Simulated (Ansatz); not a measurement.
Coordinates of AlGeSiH₇, SMILES [AlH2][SiH2][GeH3], singlet (Å):

```xyz
10

Al    -1.9017     0.5833    -1.0109
Si     0.4706     0.7775    -0.4514
Ge     1.0836    -0.9750     1.0506
H     -2.3624    -0.3130    -2.2381
H     -2.9972     1.2969    -0.1097
H      0.7984     2.0659     0.2255
H      1.3550     0.6560    -1.6466
H      2.5694    -0.8963     1.4412
H      0.2414    -0.8976     2.3373
H      0.8260    -2.3490     0.4051
```

Kohn-Sham orbital energies near the frontier, PBE0/def2-TZVPP in the Ansatz code, at a PBE0-D4/def2-TZVP geometry (a minimum by its frequencies), isolated molecule; empty levels in grey, levels within 0.03 eV side by side.

Where do the frontier orbitals lie?

Answer. HOMO at −7.45 eV, LUMO at −2.20 eV, 5.25 eV apart.

How far below the HOMO does the next level lie?

Answer. 1.03 eV.

List the levels.

Answer.
```tsv
orbital	energy (eV)
LUMO+2	0.21
LUMO+1	0.07
LUMO	−2.20
HOMO	−7.45
HOMO−1	−8.48
HOMO−2	−8.64
HOMO−3	−9.38
HOMO−4	−9.74
```

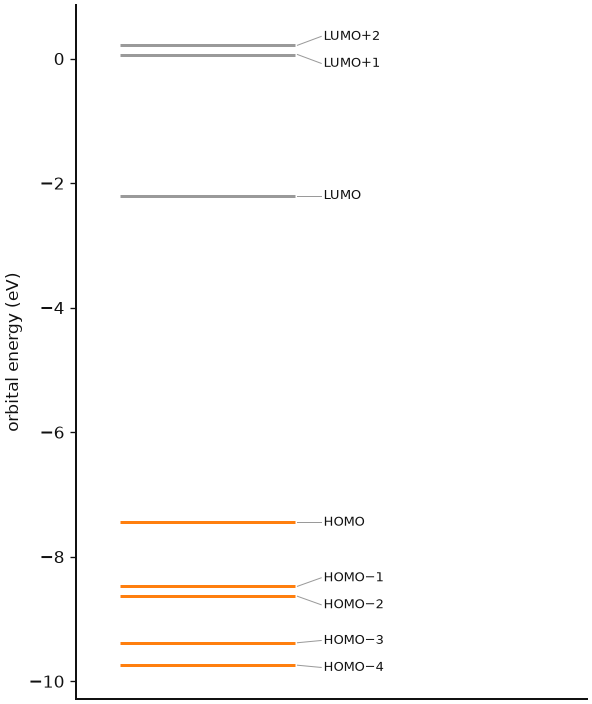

Caveats: no scalar relativity up to krypton; empty levels above zero depend strongly on the basis.
